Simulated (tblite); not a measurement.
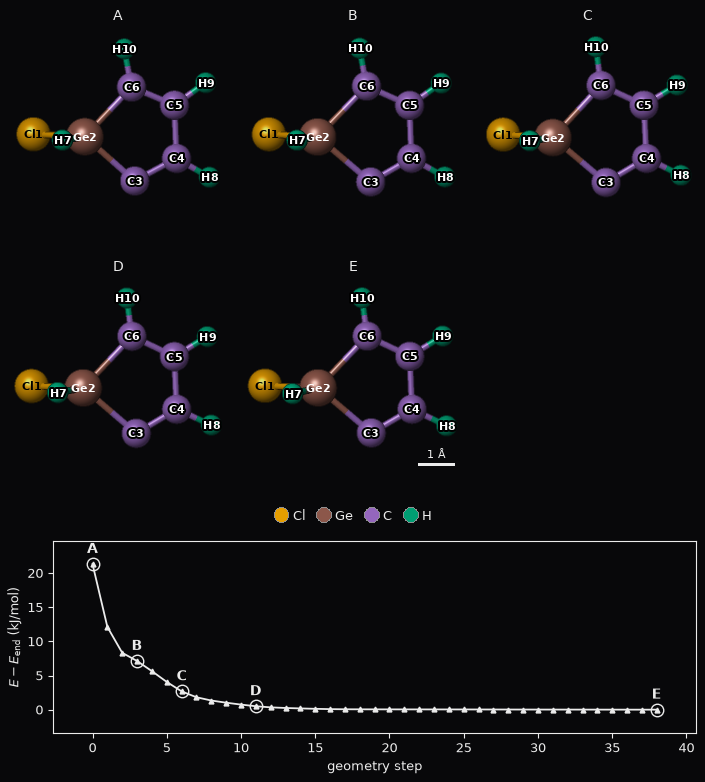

Frames of a relaxation of C$_{4}$H$_{4}$ClGe (multiplicity 2), marked on the history of the run. Style: ball-and-stick. Shown face on.

These are results of GFN2-xTB geometry optimisation, gas phase in tblite 0.8.0, not measurements. 

### Describe the path.

The energy falls by 21.3 kJ/mol in 38 geometry steps. The largest move after the best rigid fit is that of H7, 0.18 Å. By element the largest moves are H 0.18 Å, Cl 0.17 Å, C 0.06 Å, Ge 0.05 Å. Some distances before and after: Ge2–C6 1.903 → 1.988 Å, Ge2–C3 1.884 → 1.967 Å, Cl1–Ge2 2.172 → 2.102 Å, Ge2–H7 1.556 → 1.521 Å. Bond angles that change, for instance: Cl1–Ge2–H7 115.4° → 107.3°, C6–Ge2–H7 113.3° → 118.1°, C4–C5–H9 122.4° → 118.4°. From step 0 to 3: Ge2 moves most (0.06 Å), energy −14.2 kJ/mol. From step 3 to 6: H7 moves most (0.07 Å), energy −4.44 kJ/mol. From step 6 to 11: H7 moves most (0.07 Å), energy −2.18 kJ/mol. From step 11 to 38: Cl1 moves most (0.05 Å), energy −0.50 kJ/mol.

| step | E − E(0), kJ/mol |
| --- | --- |
| 0 | 0.00 |
| 1 | -9.20 |
| 2 | -12.99 |
| 3 | -14.20 |
| 4 | -15.68 |
| 5 | -17.26 |
| 6 | -18.64 |
| 7 | -19.50 |
| 8 | -19.98 |
| 9 | -20.30 |
| 10 | -20.58 |
| 11 | -20.82 |
| 13 | -21.07 |
| 14 | -21.14 |
| 16 | -21.24 |
| 17 | -21.26 |
| 19 | -21.28 |
| 20 | -21.28 |
| 22 | -21.28 |
| 23 | -21.28 |
| 25 | -21.29 |
| 26 | -21.29 |
| 28 | -21.30 |
| 29 | -21.30 |
| 31 | -21.31 |
| 32 | -21.31 |
| 34 | -21.31 |
| 35 | -21.31 |
| 37 | -21.32 |
| 38 | -21.32 |
